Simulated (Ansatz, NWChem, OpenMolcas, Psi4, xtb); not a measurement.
**Ligand exchange: KBr + CsF → KF + CsBr**

Species: KBr, singlet; CsF, singlet; KF, singlet; CsBr, singlet. The partners trade Br for F: K–Br and Cs–F bonds give way to K–F and Cs–Br.

Shapes, held fixed at every level: PBE0-D4/def2-TZVP; CsF, CsBr at the measured bond length. Programs: Ansatz 0.2.0, NWChem 7.3.0, OpenMolcas 26.06, Psi4 1.11, xtb 6.7.1. A level may come from different programs for different species; with the same settings they agree closely. Electronic energies: no zero-point or thermal term.

```json
{"level": "GFN0-xTB", "kind": "semi-empirical", "ΔE (kJ/mol)": "-87.6", "less CCSD(T)/def2-TZVPP": "-94.7"}
{"level": "PBE/def2-TZVPP", "kind": "GGA", "ΔE (kJ/mol)": "+10.1", "less CCSD(T)/def2-TZVPP": "+3.0"}
{"level": "TPSS/def2-TZVPP", "kind": "meta-GGA", "ΔE (kJ/mol)": "+9.3", "less CCSD(T)/def2-TZVPP": "+2.2"}
{"level": "B3LYP/def2-TZVPP", "kind": "global hybrid", "ΔE (kJ/mol)": "+7.8", "less CCSD(T)/def2-TZVPP": "+0.7"}
{"level": "RPA@PBE0/def2-TZVPP", "kind": "RPA", "ΔE (kJ/mol)": "+8.7", "less CCSD(T)/def2-TZVPP": "+1.6"}
{"level": "MP2/def2-TZVPP", "kind": "perturbation theory", "ΔE (kJ/mol)": "+6.0", "less CCSD(T)/def2-TZVPP": "-1.1"}
{"level": "MP3/def2-TZVPP", "kind": "perturbation theory", "ΔE (kJ/mol)": "+6.1", "less CCSD(T)/def2-TZVPP": "-1.0"}
{"level": "CCSD(T)/def2-TZVPP", "kind": "coupled cluster or CI", "ΔE (kJ/mol)": "+7.1", "less CCSD(T)/def2-TZVPP": "0.0"}
```

The highest level, CCSD(T)/def2-TZVPP, gives ΔE = +7.1 kJ/mol; the levels span -87.6 to +10.1. They disagree on the sign: 7 of 8 are positive. GFN0-xTB strays far from the other rows. The column of differences is taken from that level and isn't an error. No measured value is set beside it here. For atoms past krypton def2 sets carry core potentials with scalar relativity. Relativity is left out for Br. Outer-core shells of Br, Cs, K are correlated in most correlated rows, in sets that cover them unevenly.

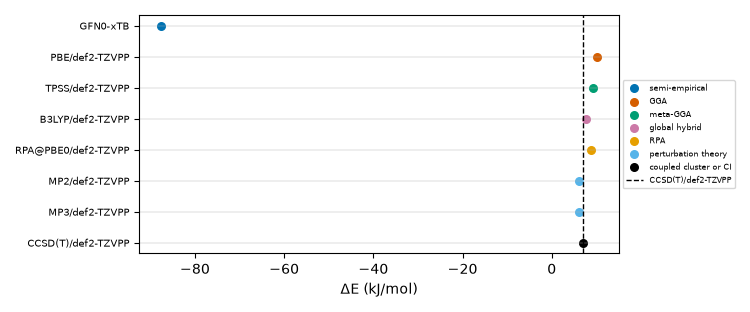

The values of the table, level by level.
